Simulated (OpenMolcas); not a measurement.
# SiClF2: property calculation (part 1 of 4)

SiClF2, multiplicity 2, SMILES F[Si](F)Cl, computed with B3LYP5/ANO-L-MB, UKS (OpenMolcas 26.06).

The geometry comes from this level: PBE0-D4/def2-TZVP.

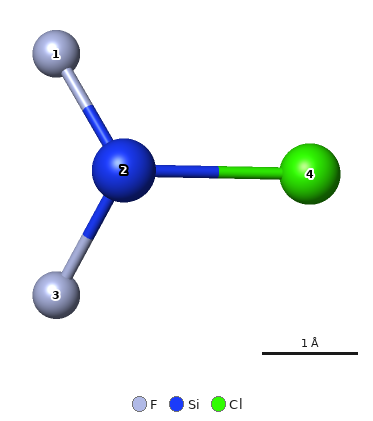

**Figure 1.** The structure as given in the input (ball-and-stick view, seen on its broad side; atoms are numbered from 1 in the order of the input).

### The input
```
&GATEWAY
Coord
4
angstrom
F        1.308200       0.129000       0.798000
Si       0.221200      -0.316500      -0.265700
F       -0.871800      -1.157400       0.514900
Cl      -0.657600       1.344900      -1.047300
Basis
ANO-L-MB
Group
NoSym
&SEWARD
Low
&SCF
UHF
Spin
2
KSDFT
B3LYP5
Iterations
50
PrOrbitals
1
&LOPROP
NoField
```

Command:
```bash
export MOLCAS_MEM=1860
pymolcas run.input > run.log
```

### Log
```
--- Start Module: gateway ---

                                              &GATEWAY

                       available to each process: 1.9 GB of memory, 1 thread

++    Symmetry information:
      ---------------------

                    Character Table for C1

                             E
                    a        1  x, y, xy, Rz, z, xz, Ry, yz, Rx, I
--

++    Basis set information:
      ----------------------

      Basis set label: F.ANO-L...2S1P.

      Electronic valence basis set:
      ------------------
      Associated Effective Charge   9.000000 au
      Associated Actual Charge      9.000000 au
      Nuclear Model: Point charge

      Shell  nPrim  nBasis  Cartesian Spherical Contaminant
         s      14       2        X
         p       9       1        X

      Basis set label: SI.ANO-L...3S2P.

      Electronic valence basis set:
      ------------------
      Associated Effective Charge  14.000000 au
      Associated Actual Charge     14.000000 au
      Nuclear Model: Point charge

      Shell  nPrim  nBasis  Cartesian Spherical Contaminant
         s      17       3        X
         p      12       2        X

      Basis set label: F.ANO-L...2S1P.

      Electronic valence basis set:
      ------------------
      Associated Effective Charge   9.000000 au
      Associated Actual Charge      9.000000 au
      Nuclear Model: Point charge

      Shell  nPrim  nBasis  Cartesian Spherical Contaminant
         s      14       2        X
         p       9       1        X

      Basis set label: CL.ANO-L...3S2P.

      Electronic valence basis set:
      ------------------
      Associated Effective Charge  17.000000 au
      Associated Actual Charge     17.000000 au
      Nuclear Model: Point charge

      Shell  nPrim  nBasis  Cartesian Spherical Contaminant
         s      17       3        X
         p      12       2        X
--

++    Molecular structure info:
      -------------------------

                    ************************************************
                    **** Cartesian Coordinates / bohr, angstrom ****
                    ************************************************

     Center  Label                x              y              z                     x              y              z
        1      F1               2.472140       0.243775       1.508001              1.308200       0.129000       0.798000
        2      SI2              0.418007      -0.598098      -0.502100              0.221200      -0.316500      -0.265700
        3      F3              -1.647463      -2.187169       0.973020             -0.871800      -1.157400       0.514900
        4      CL4             -1.242684       2.541493      -1.979110             -0.657600       1.344900      -1.047300

                    ***************************************
                    *    InterNuclear Distances / bohr    *
                    ***************************************

               1 F1            2 SI2           3 F3            4 CL4
    1 F1       0.000000
    2 SI2      2.994782        0.000000
    3 F3       4.813192        2.994544        0.000000
    4 CL4      5.589219        3.846620        5.589200        0.000000

                    *******************************************
                    *    InterNuclear Distances / angstrom    *
                    *******************************************

               1 F1            2 SI2           3 F3            4 CL4
    1 F1       0.000000
    2 SI2      1.584770        0.000000
    3 F3       2.547032        1.584644        0.000000
    4 CL4      2.957687        2.035544        2.957677        0.000000

                    **************************************
                    *    Valence Bond Angles / degree    *
                    **************************************
                          Atom centers                 Phi
                      1 F1       2 SI2      3 F3       106.96
--

            Nuclear Potential Energy            217.59929986 au

--- Stop Module: gateway /rc=_RC_ALL_IS_WELL_ ---

--- Start Module: seward ---

                                              &SEWARD

                       available to each process: 1.9 GB of memory, 1 thread

               SEWARD will generate:
                  Multipole Moment integrals up to order  2
                  Kinetic Energy integrals
                  Nuclear Attraction integrals (point charge)
                  One-Electron Hamiltonian integrals
                  Velocity integrals
                  Orbital angular momentum around ( -0.1594   0.3489  -0.3578 )
                  Velocity quadrupole around ( -0.1594   0.3489  -0.3578 )
                  Cholesky decomposed two-electron repulsion integrals
                   - CD Threshold:   1.00E-04

                   Integrals are discarded if absolute value <: 1.00E-40
                   Integral cutoff threshold is set to       <: 1.00E-40

            Nuclear Potential Energy            217.59929986 au

      Basis set specifications :
      Symmetry species         a
      Basis functions           28

--- Stop Module: seward /rc=_RC_ALL_IS_WELL_ ---
--- Module seward spent 1 second ---

--- Start Module: scf ---

                                                &SCF

                       available to each process: 1.9 GB of memory, 1 thread

++    Input section:
      --------------

      Header of the integral files:

      Cartesian coordinates in angstrom:
      -----------------------------------------------------
      No.  Label        X            Y            Z
      -----------------------------------------------------
       1   F1         1.30820000   0.12900000   0.79800000
       2   SI2        0.22120000  -0.31650000  -0.26570000
       3   F3        -0.87180000  -1.15740000   0.51490000
       4   CL4       -0.65760000   1.34490000  -1.04730000
      -----------------------------------------------------
      Nuclear repulsion energy =  217.59929986
--

++    Orbital specifications:
      -----------------------

      Symmetry species               1
                                     a
      Frozen orbitals                0
      Occupied orbitals alpha       25
      Occupied orbitals beta        24
      Secondary orbitals alpha       3
      Secondary orbitals beta        4
      Deleted orbitals               0
      Total number of orbitals      28
      Number of basis functions     28
--

      Molecular charge                           0.000

      Numerical integration parameters
      --------------------------------
      Radial quadrature type:                         MHL
      Size of radial grid:                            75
      Lebedev angular grid:                           29
      Angular grid pruned with the crowding factor:  3.00E+00
                                 and fading factor:  6.00E+00
      Screening threshold for integral computation:   1.00E-11
      Radial quadrature accuracy:                     1.00E-25
      Maximum batch size:                             128
      AO values are stored on disk
      The same grid will be used for all iterations.

      DFT functional specifications
      -----------------------------
      Using Libxc version: 6.2.2
      Please cite the following reference:
      S. Lehtola, C. Steigemann, M. J.T. Oliveira, and M. A.L. Marques.,  SoftwareX 7, 1–5 (2018) doi:10.1016/j.softx.2017.11.002

      * B3LYP with VWN functional 5 instead of RPA

++    Optimization specifications:
      ----------------------------

      SCF Algorithm: LK-Cholesky USCF
      LK screening threshold:                     4.50E-02
      Local-Exchange (LK) algorithm.
       - the density matrix is decomposed
      The actual AO density is used
      Number of density matrices in core                 5
      Maximum number of NDDO SCF iterations             50
      Maximum number of HF SCF iterations               50
      Threshold for SCF energy change             1.00E-09
      Threshold for density matrix                1.00E-04
      Threshold for Fock matrix                   1.50E-04
      Threshold for linear dependence             1.00E-09
      Threshold at which DIIS is turned on        1.50E-01
      Maximum depth in the DIIS procedure                5
      Maximum depth in the BFGS Hessian update          30
      Threshold at which QNR/C2DIIS is turned on  7.50E-02
      Threshold for Norm(delta) (QNR/C2DIIS)      1.00E-03
      All orbitals punched on: UHFORB
--

      Input vectors read from INPORB
      Orbital file label: *Guess orbitals

++ Convergence information
                               UHF B3LYP5     iterations: Energy and convergence statistics

Iter     Tot. B3LYP5     One-elec.       Two-elec.     Energy      Max Dij or  Max Fij      DNorm      TNorm      AccCon     Time
         Energy          Energy          Energy        Change      Delta Norm                                                in Sec.
   1  -949.027781447 -1802.859718156   636.232636853   0.00E+00    4.97E-01*   8.90E-02*    1.01E+01   1.43E+02   None         0.
   2  -949.020818833 -1800.900330757   634.280212068   6.96E-03*   1.43E-01*   6.54E-02*    1.04E+01   1.43E+02   EDIIS        0.
   3  -949.144145341 -1802.648926434   635.905481237  -1.23E-01*   4.79E-02*   1.26E-02*    1.03E+01   1.43E+02   c2DIIS       0.
   4  -949.148059683 -1802.577540692   635.830181153  -3.91E-03*   1.19E-01*   6.96E-03*    1.03E+01   1.43E+02   QNRc2DIIS    0.
   5  -949.148090700 -1802.502700820   635.755310264  -3.10E-05*   5.92E-02*   7.03E-03*    1.03E+01   1.43E+02   QNRc2DIIS    0.
   6  -949.148649564 -1802.507396951   635.759447530  -5.59E-04*   6.17E-03*   7.87E-04*    1.03E+01   1.43E+02   QNRc2DIIS    0.
   7  -949.148656609 -1802.524778954   635.776822489  -7.04E-06*   1.17E-03*   8.87E-05     1.03E+01   1.43E+02   QNRc2DIIS    0.
   8  -949.148656746 -1802.522884360   635.774927757  -1.38E-07*   1.47E-04    9.10E-06     1.03E+01   1.43E+02   QNRc2DIIS    0.
   9  -949.148656748 -1802.522920266   635.774963661  -1.53E-09*   4.87E-05    6.56E-06     1.03E+01   1.43E+02   QNRc2DIIS    0.
  10  -949.148656748 -1802.522937470   635.774980865  -2.94E-10    1.38E-05    1.59E-06     1.03E+01   1.43E+02   QNRc2DIIS    0.

       Convergence after  10 Iterations
--

 *****************************************************************************************************************************
 *                                             SCF/KS-DFT Program, Final results                                             *
 *                                                       Final Results                                                       *
 *****************************************************************************************************************************

::    Total KS-DFT energy                            -949.1486567481
      One-electron energy                           -1802.5229374697
      Two-electron energy                             635.7749808653
      Nuclear repulsion energy                        217.5992998562
      Kinetic energy (interpolated)                   949.7851736940
      Virial theorem                                    0.9993298306
      Total spin, S(S+1)                                0.7513132008
      Total spin, S                                     0.5006563850
      Max non-diagonal density matrix element           0.0000048789
      Max non-diagonal Fock matrix element              0.0000009499

      All orbitals with orbital energies smaller than  E(LUMO)+0.5 are printed

++    Molecular orbitals:
      -------------------

      Title: UKS-DFT orbitals (alpha)

      Molecular orbitals for symmetry species 1: a

          Orbital            1         2         3         4         5         6         7         8         9        10
          Energy         -101.5545  -66.4553  -24.6101  -24.6101   -9.5000   -7.2614   -7.2499   -7.2489   -5.5896   -3.9489
          Occ. No.          1.0000    1.0000    1.0000    1.0000    1.0000    1.0000    1.0000    1.0000    1.0000    1.0000

        1 F1     1s         0.0000    0.0000    0.2301    0.9733   -0.0000   -0.0000    0.0000    0.0000   -0.0004   -0.0002
        2 F1     2s        -0.0000    0.0001    0.0008    0.0029    0.0000   -0.0001    0.0002    0.0003   -0.0011    0.0011
        3 F1     2px        0.0000   -0.0000   -0.0004   -0.0009   -0.0002    0.0001   -0.0001    0.0000   -0.0001   -0.0012
        4 F1     2py       -0.0000   -0.0000   -0.0002   -0.0004    0.0003   -0.0001   -0.0001   -0.0001   -0.0003   -0.0002
        5 F1     2pz        0.0000   -0.0000   -0.0001   -0.0009   -0.0002    0.0001    0.0000   -0.0001   -0.0004   -0.0011
        6 SI2    1s         0.0000    1.0000   -0.0000   -0.0000   -0.0000    0.0001   -0.0000   -0.0000   -0.0002   -0.0000
        7 SI2    2s         0.0000    0.0002   -0.0003   -0.0002   -0.0004    0.0005   -0.0001    0.0000    1.0000    0.0009
        8 SI2    3s         0.0001   -0.0004   -0.0014   -0.0008   -0.0026    0.0023   -0.0005   -0.0000    0.0100   -0.0012
        9 SI2    2px       -0.0000   -0.0000    0.0001   -0.0001    0.0001   -0.0001    0.0000   -0.0001   -0.0052    0.3683
       10 SI2    3px       -0.0000    0.0000    0.0007   -0.0011    0.0014   -0.0008    0.0004   -0.0011   -0.0008    0.0015
       11 SI2    2py        0.0000    0.0000    0.0001   -0.0001   -0.0002    0.0002   -0.0000   -0.0000    0.0066   -0.7478
       12 SI2    3py        0.0001   -0.0000    0.0006   -0.0005   -0.0027    0.0015   -0.0005   -0.0006    0.0013   -0.0031
       13 SI2    2pz       -0.0000    0.0001   -0.0001   -0.0001    0.0001   -0.0001   -0.0001   -0.0000    0.0102    0.5523
       14 SI2    3pz       -0.0000   -0.0000   -0.0009   -0.0008    0.0012   -0.0008   -0.0010   -0.0001    0.0005    0.0020
       15 F3     1s         0.0000    0.0000    0.9733   -0.2301   -0.0000   -0.0000    0.0000   -0.0000   -0.0004   -0.0002
       16 F3     2s        -0.0000    0.0001    0.0030   -0.0006    0.0000   -0.0001    0.0002   -0.0003   -0.0011    0.0011
       17 F3     2px        0.0000    0.0000    0.0010   -0.0001   -0.0002    0.0000    0.0001   -0.0001    0.0004    0.0010
       18 F3     2py       -0.0000    0.0000    0.0007   -0.0001    0.0004   -0.0002    0.0001    0.0000    0.0000    0.0010
       19 F3     2pz        0.0000   -0.0000   -0.0006    0.0003   -0.0002    0.0001    0.0001    0.0001   -0.0003   -0.0009
       20 CL4    1s         1.0000    0.0000   -0.0000   -0.0000   -0.0000    0.0000   -0.0000    0.0000   -0.0001    0.0001
       21 CL4    2s         0.0001    0.0000   -0.0000   -0.0000    1.0002    0.0160   -0.0027   -0.0000   -0.0005    0.0007
       22 CL4    3s        -0.0003    0.0001    0.0000    0.0000    0.0103   -0.0023    0.0004    0.0000   -0.0020    0.0009
       23 CL4    2px        0.0000    0.0000   -0.0000    0.0000    0.0070   -0.4687   -0.2185    0.8559   -0.0001    0.0002
       24 CL4    3px       -0.0000    0.0000   -0.0001    0.0002    0.0011   -0.0027   -0.0008    0.0036   -0.0006   -0.0001
       25 CL4    2py       -0.0001   -0.0000   -0.0000    0.0000   -0.0134    0.8484    0.1583    0.5050    0.0002   -0.0003
       26 CL4    3py        0.0001   -0.0001   -0.0001    0.0001   -0.0021    0.0050    0.0005    0.0021    0.0012    0.0003
       27 CL4    2pz        0.0000    0.0000    0.0000    0.0000    0.0067   -0.2458    0.9629    0.1112   -0.0001    0.0001
       28 CL4    3pz       -0.0000    0.0000    0.0002    0.0001    0.0010   -0.0017    0.0042    0.0005   -0.0008   -0.0003

          Orbital           11        12        13        14        15        16        17        18        19        20
          Energy           -3.9482   -3.9459   -1.2640   -1.2352   -0.9128   -0.6035   -0.5135   -0.5082   -0.5002   -0.4558
          Occ. No.          1.0000    1.0000    1.0000    1.0000    1.0000    1.0000    1.0000    1.0000    1.0000    1.0000
```
